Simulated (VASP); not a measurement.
# EuAg4Sb2: structure and properties in VASP

Aim: relax EuAg4Sb2 with PBEsol + U, compute its properties on that cell and hold them against experiment. The steps: full relaxation (PBEsol + U), second relaxation, density, ELF and potential (PBEsol + U), bands along the symmetry lines (PBEsol + U), total and projected DOS (PBEsol + U) and zone-centre phonons (PBEsol + U). The start is a cell from a database of measured crystal structures.

Main program and level: VASP 6.6.1; PBEsol, DFT+U (Eu f 7 eV), spin-polarised from a ferromagnetic start (one magnetic atom a cell); plane waves and PAW (Eu, Ag, Sb), in the first sound run; inputs show where later runs differ.

**What experiment says.**

For EuAg4Sb2, trigonal CaCu4P2-type (crushed flux-grown single crystals, 300 K), “Large magnetoresistance and first-order phase transition in antiferromagnetic single-crystalline EuAg4Sb2” (2024, arxiv:2406.18252) gives, by powder XRD, Rietveld refinement: lattice constant a (a, hexagonal setting) 4.7189 ± 0.0003 Å; lattice constant c (c, hexagonal setting) 24.661 ± 0.003 Å.

Report form: the programs' logs are mostly left out.

### Step 1. The starting structure

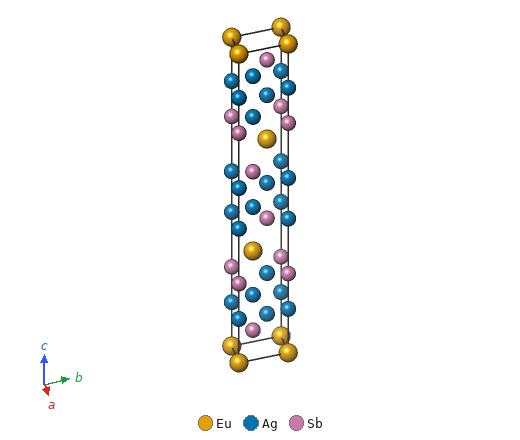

The cell as given, from a free direction (europium orange, silver blue, antimony pink). This picture shows the conventional cell, with its axes. Some periodic images of atoms are drawn too.

Structure file:

```xyz
7
Lattice="2.3620 1.3637 8.2297 -2.3620 1.3637 8.2297 0.0000 -2.7273 8.2297" Properties=species:S:1:pos:R:3 pbc="T T T"
Eu    0.0000    0.0000    0.0000
Ag    0.0000    0.0000    3.5049
Ag    0.0000    0.0000   21.1841
Ag    0.0000    0.0000   10.7177
Ag    0.0000    0.0000   13.9713
Sb    0.0000    0.0000    6.3288
Sb    0.0000    0.0000   18.3602
```

### Step 2. Full relaxation (PBEsol + U)

Properties are meant for the cell that this level of theory prefers, so cell and atoms are relaxed first (ISIF = 3) until forces and stress are small; EDIFFG sets the threshold. PBEsol restores the gradient expansion of exchange and is tuned for the cells of solids. A Hubbard U penalises fractional filling of the localised shell, which semilocal functionals favour.

File INCAR:

```
SYSTEM = EuAg4Sb2
PREC = Accurate
ENCUT = 450
EDIFF = 1E-06
NELM = 150
ISMEAR = 1
SIGMA = 0.2
LREAL = .FALSE.
ALGO = Normal
GGA = PS
NBANDS = 47
ISPIN = 2
MAGMOM = 7 0 0 0 0 0 0
LDAU = .TRUE.
LDAUTYPE = 2
LDAUL = 3 -1 -1
LDAUU = 7 0 0
LDAUJ = 0 0 0
LDAUPRINT = 1
LASPH = .TRUE.
LMAXMIX = 6
AMIX = 0.2
BMIX = 1E-04
AMIX_MAG = 0.8
BMIX_MAG = 1E-04
LORBIT = 11
LWAVE = .FALSE.
LCHARG = .FALSE.
KPAR = 4
IBRION = 2
NSW = 60
ISIF = 3
EDIFFG = -0.01
```

File POSCAR:

```
EuAg4Sb2
1.0
    2.3619500000      1.3636724683      8.2296666667
   -2.3619500000      1.3636724683      8.2296666667
    0.0000000000     -2.7273449366      8.2296666667
Eu Ag Sb
1 4 2
Direct
    0.0000000000      0.0000000000      0.0000000000
    0.1419600000      0.1419600000      0.1419600000
    0.8580400000      0.8580400000      0.8580400000
    0.4341100000      0.4341100000      0.4341100000
    0.5658900000      0.5658900000      0.5658900000
    0.2563400000      0.2563400000      0.2563400000
    0.7436600000      0.7436600000      0.7436600000
```

File KPOINTS:

```
Automatic mesh
0
Gamma
6 6 6
0 0 0
```

The projector-augmented-wave data sets are Eu, Ag and Sb (PBE family, release 64).

The run is started by

```
> mpirun -np 4 vasp_std
```

Elapsed: 40 min, on 4 MPI ranks of Intel Xeon 6975P-C (Granite Rapids), shared host; peak memory 3.9 GiB.

The cell holds one magnetic atom, so no antiferromagnetic order fits into it. Experiment finds antiferromagnetic order in this phase (below 10.5 K, arxiv:2406.18252), so this ferromagnetic run describes another state. The PAW data sets were made with PBE, which is usual practice but a small mismatch for other functionals. The run keeps the 12 symmetry operations of its start, so it cannot find a distortion of lower symmetry.

Step by step (22 of 28):

```tsv
step	energy less that of the first step (eV)	largest force (eV/Å)	pressure (GPa)	volume (Å³)
1	0.0000	0.0589	-2.09	159.04
2	-0.0255	0.2103	1.08	152.32
4	-0.0323	0.1353	-0.02	154.47
5	-0.0342	0.1011	-0.05	154.36
6	-0.0371	0.0558	-0.05	154.07
7	-0.0374	0.0649	-0.06	153.93
9	-0.0393	0.0298	0.11	153.35
10	-0.0396	0.0256	-0.11	153.79
11	-0.0396	0.0259	-0.13	153.77
13	-0.0401	0.0130	-0.07	153.88
14	-0.0401	0.0178	-0.07	153.91
15	-0.0403	0.0123	0.00	153.72
16	-0.0403	0.0105	0.05	153.64
18	-0.0403	0.0120	0.10	153.69
19	-0.0403	0.0134	0.09	153.71
20	-0.0403	0.0139	0.07	153.71
22	-0.0403	0.0107	-0.04	153.79
23	-0.0403	0.0120	-0.05	153.77
24	-0.0403	0.0123	-0.04	153.74
25	-0.0403	0.0132	-0.04	153.73
27	-0.0403	0.0133	-0.02	153.72
28	-0.0403	0.0085	0.02	153.72
```

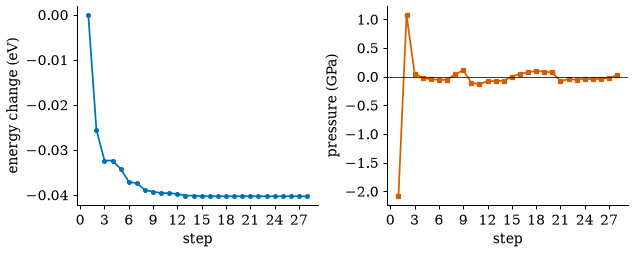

Energy and pressure along the relaxation.

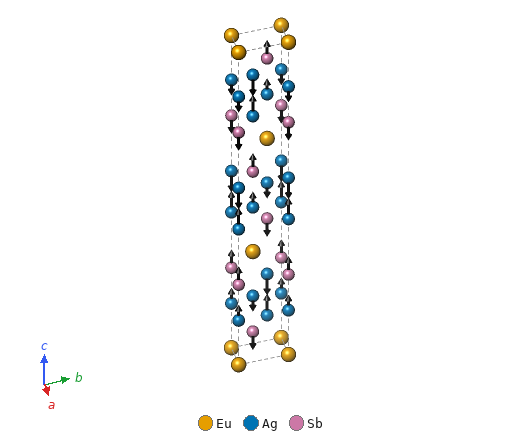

Displacements in the relaxation, exaggerated, measured against the changing cell; the longest in the cell stands for 0.04 Å. Some periodic images of atoms are drawn too.

```tsv
conventional cell, symmetrised	before	after	change
a (Å)	4.724	4.667	-1.2 %
b (Å)	4.724	4.667	-1.2 %
c (Å)	24.689	24.453	-1.0 %
volume (Å³/atom)	22.72	21.96	-3.3 %
```

The atoms that moved most (Å, as changes of fractional coordinates times the final cell):

```tsv
atom	dx	dy	dz	length
Ag4	0.000	0.000	0.042	0.042
Ag5	0.000	0.000	-0.042	0.042
Sb6	0.000	0.000	0.034	0.034
Sb7	0.000	0.000	-0.034	0.034
Ag3	0.000	0.000	-0.027	0.027
Ag2	0.000	0.000	0.027	0.027
```

The relaxed structure:

```xyz
7
Lattice="2.3333 1.3471 8.1511 -2.3333 1.3471 8.1511 0.0000 -2.6942 8.1511" Properties=species:S:1:pos:R:3 pbc="T T T"
Eu    0.0000    0.0000    0.0000
Ag    0.0000    0.0000    3.4987
Ag    0.0000    0.0000   20.9545
Ag    0.0000    0.0000   10.6570
Ag    0.0000    0.0000   13.7962
Sb    0.0000    0.0000    6.3025
Sb    0.0000    0.0000   18.1506
```

Numbers from this step:

```
electrons                                         : 71
bands                                             : 47
irreducible k-points                              : 32
symmetry operations                               : 12
free energy (TOTEN)                               : -35.47 eV
energy at zero smearing                           : -35.47 eV
Fermi energy                                      : 7.296 eV
pressure                                          : 0.02095 GPa
moment of the cell, from the last line of the log : 7.048 μB
metallic                                          : yes
SCF cycles over all ionic steps                   : 207
```

Spin moment in the PAW sphere by atom:

```tsv
atom	spin moment in the PAW sphere (μB)
Eu1	6.76
Ag2	0.00
Ag3	0.00
Ag4	-0.01
Ag5	-0.01
Sb6	-0.02
Sb7	-0.02
```

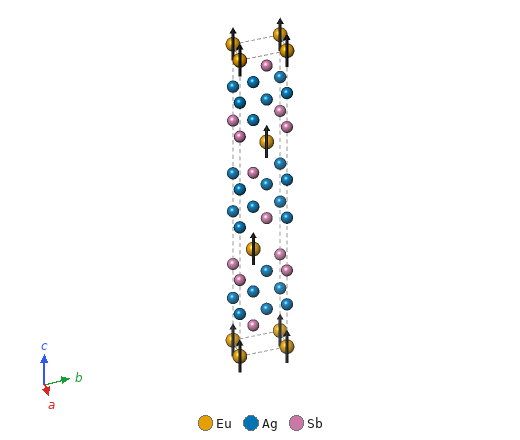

Spin moment in the PAW sphere as arrows, the longest 6.76 μB. Up and down stand for the sign. Arrows give size and sign along the axis of quantisation, drawn up and down the page. Some periodic images of atoms are drawn too.

It ends with a largest force of 0.008 eV/Å and a pressure of 0.02 GPa. The volume lies -3.3 % from that of the database's start, which holds the thermal and zero-point expansion of its experiment.

### Step 3. Second relaxation

A relaxation keeps the plane waves of the cell it began with, so it is repeated from the new cell, on a basis made for it.

INCAR is that of step 2.

File POSCAR:

```
EuAg4Sb2
1.0
    2.3332787464      1.3471191123      8.1510520038
   -2.3332787464      1.3471191123      8.1510520038
    0.0000000000     -2.6942382246      8.1510520038
Eu Ag Sb
1 4 2
Direct
    0.0000000000      0.0000000000      0.0000000000
    0.1430778566      0.1430778566      0.1430778566
    0.8569221434      0.8569221434      0.8569221434
    0.4358117185      0.4358117185      0.4358117185
    0.5641882815      0.5641882815      0.5641882815
    0.2577397176      0.2577397176      0.2577397176
    0.7422602824      0.7422602824      0.7422602824
```

KPOINTS is that of step 2.

The run is started by

```
> mpirun -np 4 vasp_std
```

It took 3.3 min on 4 MPI ranks; peak memory 3.4 GiB; 13 min of CPU time.

Little changed from the start: no atom moved by 0.005 Å and no cell edge by 0.1 %.

This step gave:

```yaml
pressure: 0.01069 GPa
scf_cycles_over_all_ionic_steps: 18
```

It ends with a largest force of 0.009 eV/Å and a pressure of 0.01 GPa. The volume moved by under 0.01 %: the run met its threshold at the first step.

### Step 4. Density, ELF and potential (PBEsol + U)

The relaxed cell gets a fresh self-consistent run, on a basis set for its own volume, to fix the density and to check the remaining stress.

INCAR: that of step 3 with these lines changed.

```diff
@@ -27,7 +27,5 @@
 LWAVE = .FALSE.
-LCHARG = .FALSE.
-KPAR = 4
-IBRION = 2
-NSW = 60
-ISIF = 3
-EDIFFG = -0.01
+LCHARG = .TRUE.
+ISIF = 2
+LELF = .TRUE.
+LVHAR = .TRUE.
```

POSCAR is that of step 3.

KPOINTS is that of step 3.

The run is started by

```
> mpirun -np 4 vasp_std
```

Elapsed: 2.7 min, on 4 MPI ranks; peak memory 1.4 GiB; 11 min of CPU time.

With spin, VASP writes an ELF for each channel.

This step gave:

```yaml
scf_cycles: 18
bands: 48
pressure: 0.005932 GPa
```

Valence electrons inside each PAW sphere by angular momentum. Sphere charges, by row:

```tsv
atom	s (e)	p (e)	d (e)	f (e)	tot (e)
Eu1	2.025	5.736	0.301	6.824	14.89
Ag2	0.372	0.308	9.176	0	9.856
Ag3	0.372	0.308	9.176	0	9.856
Ag4	0.409	0.338	9.153	0	9.9
Ag5	0.409	0.338	9.153	0	9.9
Sb6	1.128	1.306	0.036	0	2.469
Sb7	1.128	1.306	0.036	0	2.469
```

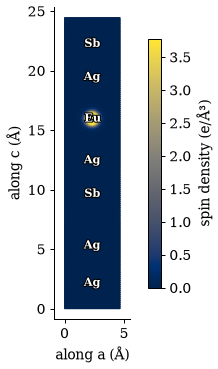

Spin density in the ac plane of the conventional cell at fractional y = 0.000, with atoms of Eu and Ag and Sb within 0.2 Å of it. The map starts off the cell's origin, so that atoms lie inside it.

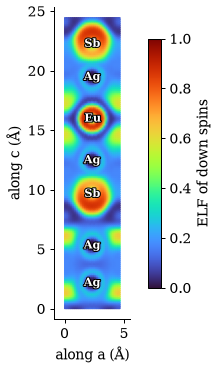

ELF of down spins in the ac plane of the conventional cell at fractional y = 0.000, with atoms of Eu and Ag and Sb within 0.2 Å of it. It is the smooth field of the valence electrons, not physical close to the nuclei. The map starts off the cell's origin, so that atoms lie inside it.

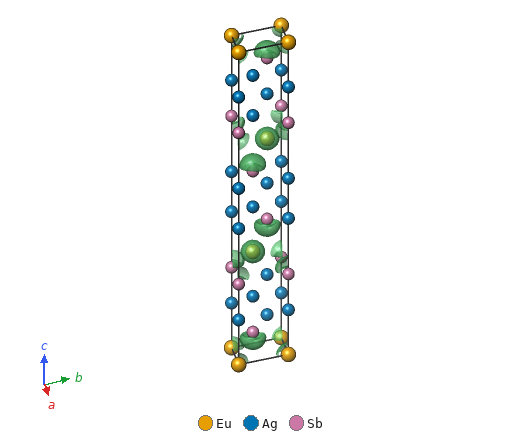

Surface of ELF of down spins = 0.81.

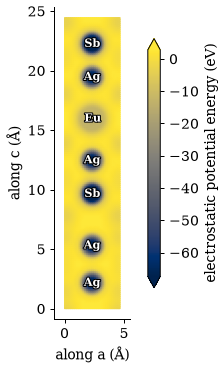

Electrostatic potential energy in the ac plane of the conventional cell at fractional y = 0.000, with atoms of Eu and Ag and Sb within 0.2 Å of it. With pseudopotentials it is smooth inside the atoms' cores, unlike the true potential. The map starts off the cell's origin, so that atoms lie inside it.

In this run the pressure is 0.01 GPa, small enough to go on.

### Step 5. Bands along the symmetry lines (PBEsol + U)

This step: PBEsol, DFT+U (Eu f 7 eV), spin-polarised from a ferromagnetic start; plane waves and PAW (Eu, Ag, Sb) (VASP 6.6.1).

Levels along the symmetry lines show where the bands peak and cross; KPOINTS_OPT computes them in the converged potential.

INCAR: that of step 4 with these lines changed.

```diff
@@ -10,5 +10,5 @@
 GGA = PS
-NBANDS = 47
+NBANDS = 58
 ISPIN = 2
-MAGMOM = 7 0 0 0 0 0 0
+MAGMOM = 6.756 -0.002 -0.002 -0.006 -0.006 -0.018 -0.018
 LDAU = .TRUE.
@@ -27,5 +27,3 @@
 LWAVE = .FALSE.
-LCHARG = .TRUE.
-ISIF = 2
-LELF = .TRUE.
-LVHAR = .TRUE.
+LCHARG = .FALSE.
+KPAR = 4
```

POSCAR is that of step 4.

KPOINTS is that of step 4.

File KPOINTS_OPT:

```
Line mode
12
Line-mode
Reciprocal
  0.00000000   0.00000000   0.00000000 GAMMA
  0.50000000   0.00000000   0.00000000 L

  0.50000000   0.00000000   0.00000000 L
  0.50000000   0.18487597  -0.18487597 B1

  0.81512403   0.50000000   0.18487597 B
  0.50000000   0.50000000   0.50000000 Z

  0.50000000   0.50000000   0.50000000 Z
  0.00000000   0.00000000   0.00000000 GAMMA

  0.00000000   0.00000000   0.00000000 GAMMA
  0.34243799   0.00000000  -0.34243799 X

  0.65756201   0.34243799   0.00000000 Q
  0.50000000   0.50000000   0.00000000 F

  0.50000000   0.50000000   0.00000000 F
  0.65756201   0.65756201   0.18487597 P1

  0.65756201   0.65756201   0.18487597 P1
  0.50000000   0.50000000   0.50000000 Z

  0.50000000   0.00000000   0.00000000 L
  0.81512403   0.34243799   0.34243799 P
```

The run is started by

```
> mpirun -np 4 vasp_std
```

Run time: 11 min. Hardware: 4 MPI ranks; peak memory 3.6 GiB.

Spin-orbit coupling is off here; with elements this heavy it splits and shifts levels by tenths of an eV or more.

Numbers from this step:

```
SCF cycles : 17
bands      : 58
pressure   : -0.007787 GPa
```

Spin up. The electronic bands at the labelled points (eV, zero at the Fermi level; # counts the bands kept):

```tsv
point	#30	#31	#32	#33	#34	#35	#36	#37
Γ	-0.66	-0.50	0.20	0.73	0.73	1.21	1.30	2.00
L	-1.65	-1.64	-1.61	-0.50	0.82	1.61	2.05	2.55
B1	-1.65	-1.64	-1.38	-1.37	-0.03	1.68	2.65	3.11
jump to B	-1.65	-1.64	-1.38	-1.37	-0.03	1.68	2.65	3.11
Z	-0.61	-0.61	0.53	0.63	0.63	1.11	1.98	1.98
Γ	-0.66	-0.50	0.20	0.73	0.73	1.21	1.30	2.00
X	-1.65	-1.63	-1.48	-1.31	0.00	1.80	2.57	3.09
jump to Q	-1.65	-1.63	-1.48	-1.31	0.00	1.80	2.57	3.09
F	-1.64	-1.51	-1.27	-0.99	-0.67	1.21	1.22	3.49
P1	-1.64	-1.58	-1.42	-0.86	-0.29	1.26	1.37	3.11
Z	-0.61	-0.61	0.53	0.63	0.63	1.11	1.98	1.98
jump to L	-1.65	-1.64	-1.61	-0.50	0.82	1.61	2.05	2.55
P	-1.64	-1.58	-1.42	-0.86	-0.29	1.26	1.37	3.11
```

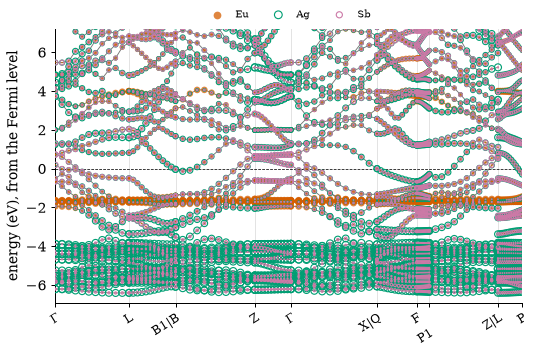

Electronic bands along the path; dots are coloured as in the legend, and their area grows with the weight.

Spin down. The electronic bands at the labelled points (eV, zero at the Fermi level; # counts the bands kept):

```tsv
point	#23	#24	#25	#26	#27	#28	#29	#30
Γ	-0.49	-0.49	0.31	0.60	0.60	1.34	1.55	2.40
L	-2.49	-2.46	-2.26	-0.55	1.09	1.57	2.03	2.77
B1	-2.98	-2.66	-1.50	-1.42	0.11	1.91	2.83	3.57
jump to B	-2.98	-2.66	-1.50	-1.42	0.11	1.91	2.83	3.57
Z	-0.44	-0.44	0.51	0.51	0.62	1.16	2.41	2.41
Γ	-0.49	-0.49	0.31	0.60	0.60	1.34	1.55	2.40
X	-3.09	-2.66	-1.60	-1.38	0.14	2.05	2.74	3.53
jump to Q	-3.09	-2.66	-1.60	-1.38	0.14	2.05	2.74	3.53
F	-2.25	-2.02	-1.65	-0.88	-0.48	1.27	1.36	3.99
P1	-2.29	-2.14	-1.80	-0.81	-0.15	1.39	1.44	3.38
Z	-0.44	-0.44	0.51	0.51	0.62	1.16	2.41	2.41
jump to L	-2.49	-2.46	-2.26	-0.55	1.09	1.57	2.03	2.77
P	-2.29	-2.14	-1.80	-0.81	-0.15	1.39	1.44	3.38
```

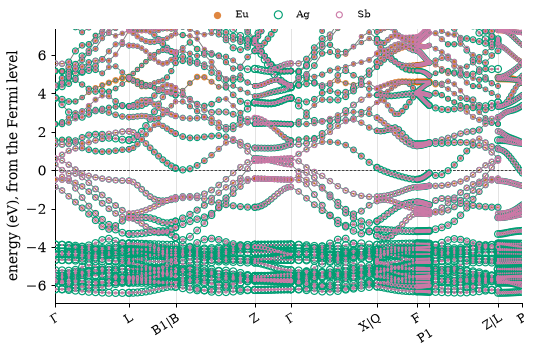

Electronic bands along the path; dots are coloured as in the legend, and their area grows with the weight.

There is no gap at this level.

### Step 6. Total and projected DOS (PBEsol + U)

A density of states needs more k-points than a total energy; ISMEAR = -5 takes tetrahedra, and LORBIT projects the states on the PAW spheres. The mesh is finer than in the run before.

INCAR: that of step 5 with these lines changed.

```diff
@@ -5,3 +5,3 @@
 NELM = 150
-ISMEAR = 1
+ISMEAR = -5
 SIGMA = 0.2
@@ -29 +29,2 @@
 KPAR = 4
+NEDOS = 2001
```

POSCAR is that of step 5.

File KPOINTS:

```
Automatic mesh
0
Gamma
8 8 8
0 0 0
```

The run is started by

```
> mpirun -np 4 vasp_std
```

Elapsed: 8.1 min, on 4 MPI ranks; peak memory 4.5 GiB.

Flat bands give spikes narrower than the energy grid here, so the curve is not tabled. With tetrahedra the forces and stress of a metal are not exact derivatives of the energy.

Numbers from this step:

```yaml
scf_cycles: 19
irreducible_k_points: 65
free_energy_toten: -35.49 eV
fermi_energy: 7.291 eV
pressure: 0.1512 GPa
moment_of_the_cell_from_the_last_line_of_the_log: 7.049 μB
dos_at_the_fermi_level: 1.344 states/eV/cell
```

The finer mesh and the other smearing move the Fermi level by -0.00 eV from the 6×6×6 run, a small shift, which tests the Fermi level alone.

### Step 7. Zone-centre phonons (PBEsol + U)

Zone-centre modes test whether the atoms sit at a minimum within this cell. IBRION = 6 takes the force constants from differences of forces between displaced cells, so the forces must be tight.

INCAR: that of step 6 with these lines changed.

```diff
@@ -3,5 +3,5 @@
 ENCUT = 450
-EDIFF = 1E-06
+EDIFF = 1E-08
 NELM = 150
-ISMEAR = -5
+ISMEAR = 1
 SIGMA = 0.2
@@ -10,3 +10,3 @@
 GGA = PS
-NBANDS = 58
+NBANDS = 47
 ISPIN = 2
@@ -29,2 +29,6 @@
 KPAR = 4
-NEDOS = 2001
+IBRION = 6
+NFREE = 2
+POTIM = 0.015
+ISIF = 2
+NSW = 1
```

POSCAR is that of step 6.

KPOINTS is that of step 6.

The run is started by

```
> mpirun -np 4 vasp_std
```

It took 1.7 h on 4 MPI ranks; peak memory 14 GiB; 6.8 h of CPU time.

The run was stopped at its time limit, by a STOPCAR file.

More ranks or a longer limit would be the way on.

### Step 8. Outcome

| Quantity | Value |
| --- | --- |
| relaxed volume | 21.96 Å³/atom |
| relaxed conventional cell a, b, c | 4.667, 4.667, 24.453 Å; angles 90.0, 90.0, 120.0° |
| space group after relaxing, within 0.02 Å | R-3m (No. 166) |
| moment of the cell (6×6×6 mesh) | 7.05 μB |
| largest site moment (6×6×6 mesh) | 6.76 μB on Eu1 |
| band gap | none, a metal |
| DOS at the Fermi level | 1.34 states/eV/cell |

With PBEsol + U, EuAg4Sb2 relaxes to 21.96 Å³/atom in space group R-3m, comes out as a metal and keeps moments of up to 6.76 μB (6×6×6 mesh). Against the listed cell the volume lies -3.3 % (a -1.2 %, c -1.0 %). Not obtained: zone-centre phonons (PBEsol + U), because the run hit its time limit. Bands along the symmetry lines (PBEsol + U), spin up: Of the bands kept, 3 cross the Fermi level on this path. Bands along the symmetry lines (PBEsol + U), spin down: Of the bands kept, 3 cross the Fermi level on this path. Spin-orbit coupling is left out, and with elements this heavy it would split and shift bands near the Fermi level. Only the typed magnetic starts were tried, so the magnetic ground state may differ and with it the other results. Only ferromagnetic starts were used, while the crystal orders antiferromagnetically, so what depends on the order belongs to another state. No search among competing phases was made, and a listed structure need not be the one stable at ambient conditions. All values are for a static lattice at zero temperature.

Comparison with the measured values:

| quantity | measured | PBEsol, DFT+U |
| --- | --- | --- |
| lattice constant a (Å) | 4.7189 | 4.667 (-1.1 %) |
| lattice constant c (Å) | 24.661 | 24.453 (-0.8 %) |

Measured values from arxiv:2406.18252 (2024).

How well it matches: The lattice constant a is off by -1.1 %. The lattice constant c is off by -0.8 %. The runs are ferromagnetic and the sample is antiferromagnetic, so the match is not graded. For lattice constants the calculation has a static lattice, without zero-point motion or thermal expansion (measured at up to 300 K).

[Lines on the potential files, build, host, timing and source positions are cut from VASP's logs without a mark.]

[Logs are printed without paths, hosts, clocks, repeated set-up lines and the standing remarks that a program may print on its own settings, such as how far it seeks lower states.]

[Hosts, paths, dates, database ids (printed as entryN), source tags and the programs' standing remarks are cut or masked in the printed files.]

[Measured values are set beside computed ones only where the two were judged alike; some that the calculation misses by far are left out.]
